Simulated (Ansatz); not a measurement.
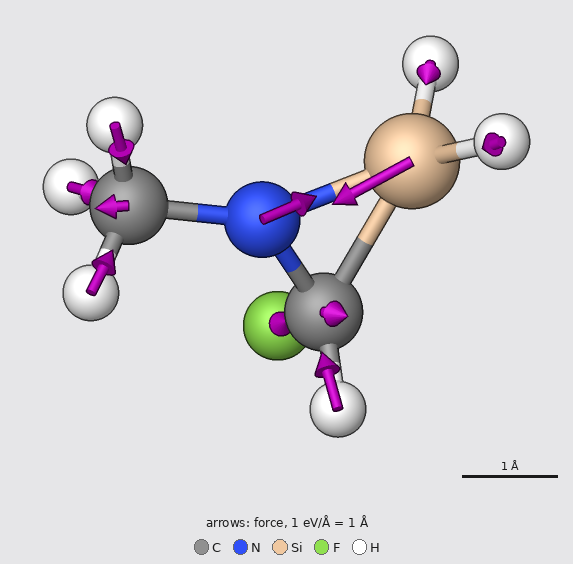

Starting geometry of C2H6FNSi with the computed forces as purple arrows. The picture is a ball-and-stick view, seen at a tilt.

The start comes from PBE-D4/def2-SVP.

Level of theory: RKS PBE0-D4/def2-TZVP in Ansatz 0.2.0. (force threshold 0.005 eV/Å; at most 150 steps)

What follows when this structure is relaxed?

Answer. It isn't relaxed: the largest force vector, on the Si atom, is 0.96 eV/Å. The final displacements have little in common with the starting forces (cosine between the two patterns 0.20). The atom that moves furthest after the best rigid fit is an H atom (0.37 Å). Largest moves by element: H 0.37 Å, N 0.31 Å, F 0.16 Å, C 0.10 Å, Si 0.03 Å. Some distances before and after: C–Si 1.893 → 1.853 Å, N–Si 1.730 → 1.691 Å, H–Si 1.501 → 1.481 Å, C–H 1.108 → 1.091 Å. Bond angles that change, for instance: C–Si–H 127.0° → 122.0°, C–Si–H 117.9° → 122.6°, Si–C–F 118.2° → 122.2°. The energy falls by 7.46 kJ/mol in 14 accepted moves (16 points after the start). The largest force component goes from 0.89 to 0.0045 eV/Å. The line search rejected the trial steps at points 3, 13 of the run.
